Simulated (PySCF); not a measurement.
**CH₅BCl₂Si (BCl2(CH2SiH3)): density, localisation and related maps**

```
atom    x (Å)    y (Å)    z (Å)
   B   0.7036   1.1450  -0.6823
  Cl   2.4565   1.1906  -0.5716
  Cl  -0.1621   2.6719  -0.5934
   C  -0.0567  -0.1969  -0.7798
  Si  -0.5005  -0.8267   0.9560
   H  -1.0103  -0.0855  -1.3195
   H   0.5525  -0.9824  -1.2532
   H   0.7411  -1.0136   1.7636
   H  -1.3883   0.1562   1.6440
   H  -1.2113  -2.1354   0.8406
```

Geometry: PBE0-D3(BJ)/def2-SVP.

Theory: PBE0/pcSseg-1, SCF density, gas phase, non-relativistic (PySCF 2.14.0).

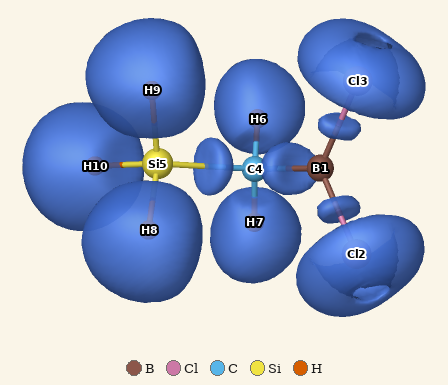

Figure 1. Isosurface of the ELF at 0.85 (blue), seen at a tilt. Core shells and regions of very low density are left out.

**Identify the bonds, lone pairs and shells in this picture.**

The ELF exceeds this value in one region between bonded B–C atoms (shared pairs), two regions between bonded B–Cl atoms (shared pairs), one region between bonded C–Si atoms (shared pairs), five regions around hydrogen nuclei and two rings or bowls of non-bonding electrons around Cl. Along the contacts the grid gives the following. C–B (1.55 Å): the ELF peaks at about 0.95 between the atoms (a covalent bond). B–Cl (1.76 Å): the ELF peaks at about 0.90 between the atoms, as expected for a polar covalent bond.

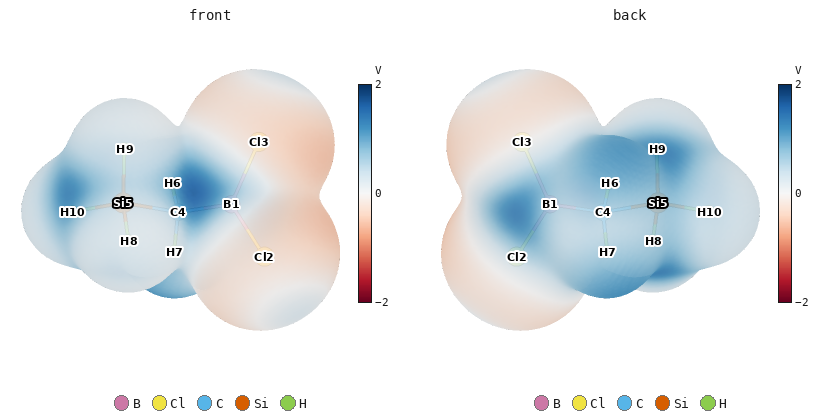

Figure 2. The electrostatic potential painted on the density surface at 0.002 e/bohr³, seen from the front and from behind; red is negative and blue positive.

**Where is the surface potential most negative and most positive?**

The most negative region (about −0.5 V) lies over Cl2 and Cl3, the most positive (about +1.5 V) over B1 and Si5. Cl2 shows a σ-hole: about +0.2 V at the tip opposite its bond, against about −0.3 V on its flanks. Cl3 shows a σ-hole: about +0.2 V at the tip opposite its bond, against about −0.3 V on its flanks.
